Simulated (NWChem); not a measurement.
**doublet C2H4Si+: levels of theory compared**

Aim: a comparison of 6 runs (UPBE0/6-311+G**, U-revPBE/6-311+G**, UB3LYP/6-311+G**, UBHLYP/6-311+G**, UBLYP/6-311+G**, UTPSS/6-311+G**) of doublet C2H4Si+. 

The results are computed with NWChem 7.3.0.

1 further run of the same task is left out (it didn't finish).

### Step 1. The structure to begin with

C2H4Si+: 7 atoms, total charge +1, spin state doublet. SMILES of the parent species: `C#C[SiH3]`. The coordinates come from a PBE0-D4/def2-TZVP relaxation. That shape belongs to the parent species and isn't relaxed for this state.

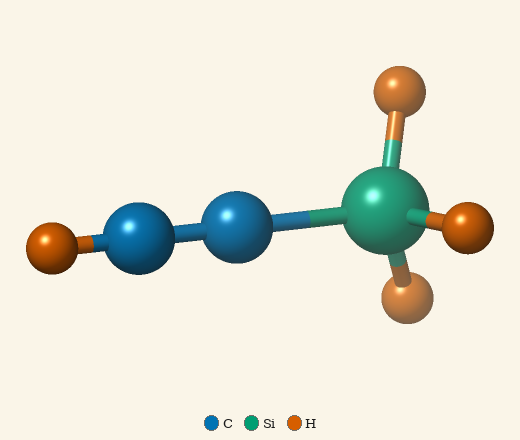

The structure, seen from a chosen angle (carbon blue, silicon teal, hydrogen orange).

### Step 2. The energy at UPBE0/6-311+G(d,p) (run 1)

c2h4si.xyz

```xyz
7

C     -0.580700    -1.871400     0.172200
C     -0.218500    -0.726500     0.062400
Si     0.329800     1.004300    -0.103800
H     -0.901000    -2.883500     0.269300
H     -0.094500     1.528300    -1.425000
H     -0.281700     1.818100     0.974900
H      1.807900     1.062900     0.004400
```

c2h4si.nw

```
start c2h4si
memory total 2200 mb
charge 1

geometry units angstrom noautosym nocenter noautoz
 load format xyz c2h4si.xyz
end

basis spherical bse
 * library 6-311+G**
end

dft
 xc pbe0
 mult 2
 grid fine
 convergence energy 1e-08
 maxiter 100
 mulliken
 print low
end

task dft energy
```

Started as:

```
$ nwchem c2h4si.nw > c2h4si.out
```

The log of the run:

```text
[...]
 d= 0,ls=0.0,diis     1   -367.3447528120 -4.50D+02  7.90D-03  5.32D-01     2.6
[...]
 d= 0,ls=0.0,diis    13   -367.4457861155 -5.57D-09  5.45D-07  1.41D-09    28.7
[...]
         Total DFT energy =     -367.445786115542
      One electron energy =     -662.921355780837
           Coulomb energy =      245.087369005134
    Exchange-Corr. energy =      -32.659696091073
 Nuclear repulsion energy =       83.047896751235
[...]
      Total Density - Mulliken Population Analysis
     ---------------------------------------------
    Atom       Charge   Shell Charges
 -----------   ------   -------------------------------------------------------
    1 C    6     5.87   1.10  0.88  0.61  0.84  1.30  0.58  0.48  0.01  0.03  0.04
    2 C    6     5.96   1.10  0.88  0.60  0.83  1.37  0.66  0.66 -0.18  0.00  0.03
    3 Si  14    13.51   0.79  1.18  0.95  1.03  0.85  0.47  1.97  3.90  0.67  1.45 -0.01  0.08  0.03  0.13
    4 H    1     0.75   0.25  0.47 -0.00  0.03
    5 H    1     0.95   0.23  0.54  0.17  0.01
    6 H    1     0.98   0.23  0.55  0.18  0.01
    7 H    1     0.98   0.23  0.55  0.18  0.01
[...]
      <S2> =      0.7555 (Exact =     0.7500)
[...]
```

Run time: 29 s. Hardware: 1 thread of Intel Xeon Platinum 8488C (Sapphire Rapids), shared host; peak memory 0.12 GiB.

### Step 3. The energy at U-revPBE/6-311+G(d,p) (run 2)

c2h4si.nw

```
start c2h4si
title "C2H4Si"
memory 2200 mb
charge 1

geometry units bohr noautosym nocenter noautoz
C   -1.09736396  -3.53643347   0.32541084
C   -0.41290516  -1.37288603   0.11791891
Si   0.62323168   1.89785195  -0.19615357
H   -1.70264324  -5.44902528   0.50890325
H   -0.17857912   2.88806844  -2.69285973
H   -0.53233585   3.43571107   1.84229400
H    3.41643586   2.00858990   0.00831479
end

basis spherical bse
* library 6-311+G**
end

dft
xc revpbe cpbe96
mult 2
grid fine
convergence energy 1e-08
maxiter 100
mulliken
end

task dft energy
```

Started as:

```
$ nwchem c2h4si.nw > c2h4si.out
```

The log of the run:

```text
[...]
          Wavefunction type:  spin polarized.
          No. of atoms     :     7
          No. of electrons :    29
[...]
          Charge           :     1
          Spin multiplicity:     2
[...]
          AO basis - number of functions:    98
[...]
              XC Information
              --------------
                        RevPBE Exchange Functional  1.000
            Perdew 1991 LDA Correlation Functional  1.000 local
           PerdewBurkeErnz. Correlation Functional  1.000 non-local
[...]
 d= 0,ls=0.0,diis     1   -367.4956312640 -4.51D+02  9.42D-03  5.53D-01     2.6
[...]
 d= 0,ls=0.5,diis    73   -367.5990185530 -9.67D-09  1.18D-07  3.33D-09   163.5
[...]
         Total DFT energy =     -367.599018563030
      One electron energy =     -662.980409127618
           Coulomb energy =      245.149853992095
    Exchange-Corr. energy =      -32.816354150629
 Nuclear repulsion energy =       83.047890723121
[...]
      Total Density - Mulliken Population Analysis
     ---------------------------------------------
    Atom       Charge   Shell Charges
 -----------   ------   -------------------------------------------------------
    1 C    6     5.91   1.11  0.88  0.62  0.85  1.31  0.58  0.46  0.05  0.03  0.03
    2 C    6     5.96   1.11  0.88  0.61  0.83  1.39  0.64  0.66 -0.22  0.03  0.03
    3 Si  14    13.50   0.79  1.18  0.95  1.03  0.88  0.44  1.98  3.89  0.68  1.42  0.01  0.07  0.04  0.13
    4 H    1     0.77   0.26  0.47  0.02  0.03
    5 H    1     0.93   0.23  0.53  0.15  0.01
    6 H    1     0.97   0.24  0.55  0.17  0.01
    7 H    1     0.97   0.24  0.55  0.16  0.01
[...]
      <S2> =      0.7530 (Exact =     0.7500)
[...]
```

Wall time 2.8 min (1 thread of Intel Xeon Platinum 8488C (Sapphire Rapids), shared host); peak memory 0.12 GiB.

Run 3 isn't shown in full; the table further down has it.

### Step 4. A single-point energy at UBHLYP/6-311+G(d,p) (run 4)

mol.nw

```
start mol
title "C2H4Si"
memory stack 880 mb heap 220 mb global 1100 mb
charge 1
geometry units bohr noautosym nocenter noautoz
  C  -1.09736396 -3.53643347  0.32541084
  C  -0.41290516 -1.37288603  0.11791891
  Si  0.62323168  1.89785195 -0.19615357
  H  -1.70264324 -5.44902528  0.50890325
  H  -0.17857912  2.88806844 -2.69285973
  H  -0.53233585  3.43571107  1.84229400
  H   3.41643586  2.00858990  0.00831479
end
basis spherical bse
  * library 6-311+G**
end
dft
  xc bhlyp
  mult 2
  grid fine
  convergence energy 1e-08
  iterations 100
  mulliken
  print medium
end
task dft energy
```

Started as:

```
$ nwchem mol.nw > mol.out
```

The log of the run:

```text
[...]
          Wavefunction type:  spin polarized.
          No. of atoms     :     7
          No. of electrons :    29
[...]
          Charge           :     1
          Spin multiplicity:     2
[...]
          AO basis - number of functions:    98
[...]
              XC Information
              --------------
                        BHLYP Method XC Functional
                     Hartree-Fock (Exact) Exchange  0.500
                        Slater Exchange Functional  0.500 local
                    Becke 1988 Exchange Functional  0.500 non-local
              Lee-Yang-Parr Correlation Functional  1.000
[...]
 d= 0,ls=0.0,diis     1   -367.5161981328 -4.51D+02  6.15D-03  4.94D-01     2.6
[...]
 d= 0,ls=0.0,diis    13   -367.6273231159 -4.11D-09  3.09D-07  3.01D-10    28.5
[...]
         Total DFT energy =     -367.627323115897
      One electron energy =     -662.774842156737
           Coulomb energy =      244.974365034858
    Exchange-Corr. energy =      -32.874736717140
 Nuclear repulsion energy =       83.047890723121
[...]
      Total Density - Mulliken Population Analysis
     ---------------------------------------------
    Atom       Charge   Shell Charges
 -----------   ------   -------------------------------------------------------
    1 C    6     5.82   1.10  0.88  0.61  0.84  1.28  0.54  0.49 -0.02  0.04  0.04
    2 C    6     6.01   1.10  0.89  0.59  0.84  1.35  0.70  0.62 -0.18  0.06  0.04
    3 Si  14    13.37   0.79  1.18  0.95  1.03  0.83  0.44  1.97  3.91  0.67  1.37 -0.01  0.06  0.02  0.15
    4 H    1     0.73   0.25  0.45 -0.00  0.03
    5 H    1     1.01   0.23  0.56  0.20  0.01
    6 H    1     1.03   0.24  0.57  0.21  0.01
    7 H    1     1.03   0.24  0.57  0.21  0.01
[...]
      <S2> =      0.7547 (Exact =     0.7500)
[...]
```

Run time: 29 s. Hardware: 1 thread of Intel Xeon Platinum 8488C (Sapphire Rapids), shared host; peak memory 0.12 GiB.

Run 5 isn't shown in full; the table further down has it.

### Step 5. A single-point energy at UTPSS/6-311+G(d,p) (run 6)

job.xyz

```xyz
7

C     -0.580700    -1.871400     0.172200
C     -0.218500    -0.726500     0.062400
Si     0.329800     1.004300    -0.103800
H     -0.901000    -2.883500     0.269300
H     -0.094500     1.528300    -1.425000
H     -0.281700     1.818100     0.974900
H      1.807900     1.062900     0.004400
```

job.nw

```
start job
memory total 2200 mb
charge 1

geometry noautosym nocenter noautoz
  load job.xyz
end

basis spherical bse
  * library 6-311+G**
end

dft
  xc xtpss03 ctpss03
  mult 2
  grid fine
  convergence energy 1e-08
  iterations 100
  mulliken
end

task dft
```

Started as:

```
$ nwchem job.nw > job.out
```

The log of the run:

```text
[...]
          Wavefunction type:  spin polarized.
          No. of atoms     :     7
          No. of electrons :    29
[...]
          Charge           :     1
          Spin multiplicity:     2
[...]
          AO basis - number of functions:    98
[...]
              XC Information
              --------------
                  TPSS metaGGA Exchange Functional  1.000
             TPSS03 metaGGA Correlation Functional  1.000
[...]
 d= 0,ls=0.0,diis     1   -367.6207483056 -4.51D+02  9.16D-03  5.10D-01     3.3
[...]
 d= 0,ls=0.5,diis    65   -367.7249844546 -9.57D-09  2.59D-07  8.70D-09   187.5
[...]
         Total DFT energy =     -367.724984464171
      One electron energy =     -662.955720503872
           Coulomb energy =      245.139695079954
    Exchange-Corr. energy =      -32.956855791487
 Nuclear repulsion energy =       83.047896751235
[...]
      Total Density - Mulliken Population Analysis
     ---------------------------------------------
    Atom       Charge   Shell Charges
 -----------   ------   -------------------------------------------------------
    1 C    6     5.90   1.11  0.88  0.62  0.84  1.30  0.59  0.45  0.04  0.03  0.04
    2 C    6     5.94   1.11  0.88  0.61  0.83  1.38  0.65  0.67 -0.22  0.00  0.03
    3 Si  14    13.50   0.79  1.18  0.95  1.03  0.84  0.48  1.98  3.90  0.66  1.42 -0.01  0.10  0.04  0.13
    4 H    1     0.76   0.26  0.48 -0.00  0.03
    5 H    1     0.94   0.23  0.56  0.13  0.01
    6 H    1     0.98   0.24  0.58  0.15  0.01
    7 H    1     0.98   0.24  0.58  0.15  0.01
[...]
      <S2> =      0.7541 (Exact =     0.7500)
[...]
```

It took 3.2 min on 1 thread of Intel Xeon Platinum 8488C (Sapphire Rapids), shared host; peak memory 0.12 GiB.

### Step 6. The series

```tsv
run	level	energy (Eh)	⟨S²⟩	wall time
1	UPBE0/6-311+G**	-367.445786	0.755	29 s
2	U-revPBE/6-311+G**	-367.599019	0.753	2.8 min
3	UB3LYP/6-311+G**	-367.702355	0.755	62 s
4	UBHLYP/6-311+G**	-367.627323	0.755	29 s
5	UBLYP/6-311+G**	-367.651808	0.753	2.5 min
6	UTPSS/6-311+G**	-367.724984	0.754	3.2 min
```

### Step 7. Summary of results

| quantity | value |
| --- | --- |
| run 6: total energy | -367.72498 Eh |
| run 6: HOMO energy (highest over α and β) | -13.90 eV |
| run 6: LUMO energy (lowest over α and β) | -13.60 eV |
| run 6: ⟨S²⟩ | 0.754 |

Totals of different functionals can't be ranked against each other. All runs together took 10 min, the longest 3.2 min.
